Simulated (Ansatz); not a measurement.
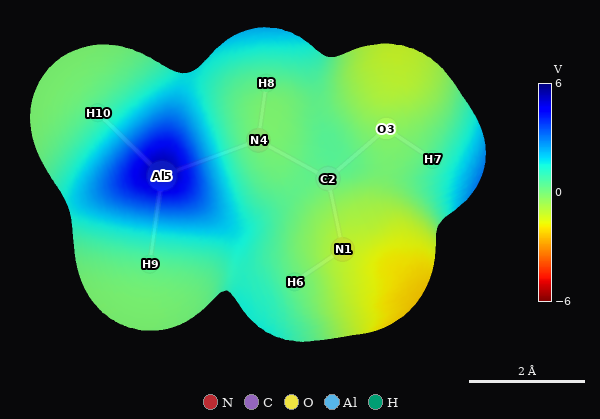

The picture shows: CH₅AlN₂O. The electrostatic potential painted on the density surface at 0.004 e/bohr³, seen across its widest extent; the colour scale runs from red (negative) to blue (positive).

These are results of Ansatz, RKS B3LYP-D4/def2-SVP, not measurements.

Input file:

```
crystal:
  periodic: [false, false, false]
  atoms:
    - { symbol: "N", position_ang: [0.3441, -0.6339, 1.5349] }
    - { symbol: C, position_ang: [0.2481, -0.9838, 0.2866] }
    - { symbol: O, position_ang: [0.4965, -2.3094, -0.0286] }
    - { symbol: "N", position_ang: [-0.0013, -0.0707, -0.7855] }
    - { symbol: Al, position_ang: [-0.4958, 1.7855, -0.6615] }
    - { symbol: H, position_ang: [0.1003, 0.4048, 1.8243] }
    - { symbol: H, position_ang: [0.791, -2.9736, 0.7169] }
    - { symbol: H, position_ang: [-0.0552, -0.4423, -1.7615] }
    - { symbol: H, position_ang: [-0.5099, 2.5442, 0.8163] }
    - { symbol: H, position_ang: [-0.8348, 2.6281, -1.9391] }
basis:
  gaussian: { orbitals: def2-SVP }
hamiltonian:
  xc: b3lyp
  dispersion: d4
relax:
  f_tol: 0.02
  max_steps: 50
output:
  orbitals: {}
```

Run with:

```sh
ansatz run input.yaml --threads 2 --pin off --max-ram 3072MiB --backend cpu --events-out ev --progress --plain --runs-dir out
```

The fields are those of the run's last geometry, not of the input's.

Which sites attract a positive test charge, and which a negative one?

A positive charge is drawn to the negative regions and a negative charge to the positive ones. The most negative region (about −2.3 V) lies over N1, the most positive (about +5.2 V) over Al5. N1 is the likeliest acceptor of a hydrogen bond.
